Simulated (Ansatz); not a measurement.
How far to go with shifted k-point meshes: AgSnF6 (P1, 8 atoms in the cell)

```yaml
crystal:
  lattice:
    - [5.14280, 0.00000, 0.00000]
    - [2.52786, 4.54952, 0.00000]
    - [0.08258, 2.64332, 5.00490]
  atoms:
    - { symbol: Ag, position: [0.00269, 0.99420, 0.00999], spin: 1.0 }
    - { symbol: Sn, position: [0.50000, 0.00000, 0.50000] }
    - { symbol: F, position: [0.56243, 0.56139, 0.72121] }
    - { symbol: F, position: [0.43757, 0.43861, 0.27879] }
    - { symbol: F, position: [0.74822, 0.83504, 0.26004] }
    - { symbol: F, position: [0.25178, 0.16496, 0.73996] }
    - { symbol: F, position: [0.11596, 0.14166, 0.26436] }
    - { symbol: F, position: [0.88404, 0.85834, 0.73564] }
```
(The spins are starting values, not results.)

Computed with PBEsol, default PAW files made with PBE (plane waves; Ansatz, a program for electronic structure).

Base settings: basis.ecutwfc = 420 eV; kpoints.mp_grid.grid = 3 3 2; hamiltonian.xc = pbesol; hamiltonian.pseudopotentials = {kind: paw} (the program's default PAW files); magnetization.spin_polarized = true; scf.occupations.method = fermi_dirac; scf.occupations.width = 0.02 eV.

In this ladder: kpoints.mp_grid.shift = 0.5 0.5 0.5.

Only quantities that move along the ladder and can be compared are tabulated.

The count of work is k-points × plane waves × bands × iterations; it is no time. Core times come from one kind of shared machine, to one figure; runs under 30 s give none.

The starting cell comes from a database of computed structures (which also holds hypothetical and non-ambient phases and stackings), without a prior relaxation at this level. Its lattice was rescaled by up to half a per cent. One atom was moved a little off its site on purpose. With one magnetic atom in the cell only a parallel order is possible. Ansatz's pressure includes its estimate of the finite-basis (Pulay) stress.

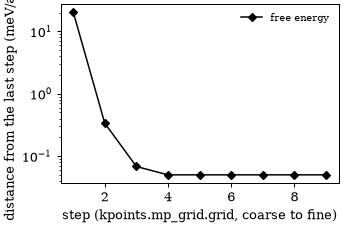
*Distance from the last step along the ladder; very small values are drawn at a floor.*

| kpoints.mp_grid.grid | free energy less the last step's (meV/atom) | pressure (GPa) | largest difference of a force vector from the last step's (eV/Å) | count of work / last | core time / last (rough) |
|---|---|---|---|---|---|
| 2 2 1 | -20.64 | -1.02 | 0.133 | 0.0042 | – |
| 2 2 2 | -0.34 | -0.83 | 0.010 | 0.010 | – |
| 2 3 2 | -0.07 | -0.83 | 0.004 | 0.016 | – |
| 3 3 2 | -0.04 | -0.83 | 0.003 | 0.023 | – |
| 3 3 3 | -0.02 | -0.82 | 0.002 | 0.039 | – |
| 4 4 3 | -0.03 | -0.82 | 0.000 | 0.067 | 0.07 |
| 5 5 4 | -0.01 | -0.82 | 0.000 | 0.14 | 0.1 |
| 6 7 5 | -0.01 | -0.82 | 0.000 | 0.29 | 0.3 |
| 7 8 6 | 0.00 | -0.82 | 0.000 | 0.47 | 0.5 |
| 9 10 8 | 0.00 | -0.82 | 0.000 | 1.0 | 1 |

Coarsest kpoints.mp_grid.grid that holds the forces within 0.02 eV/Å of the last step, with all finer ones: 2 2 2, at 0.010 of the last step's count of work; the step before is off by 0.13 eV/Å.

Coarsest kpoints.mp_grid.grid that holds the free energy within 2 meV/atom of the last step, with all finer ones: 2 2 2, at 0.010 of the last step's count of work; the step before is off by 21 meV/atom.

Coarsest kpoints.mp_grid.grid that holds the pressure within 0.05 GPa of the last step, with all finer ones: 2 2 2, at 0.010 of the last step's count of work; the step before is off by 0.20 GPa.

Keys are those of Ansatz 0.2.
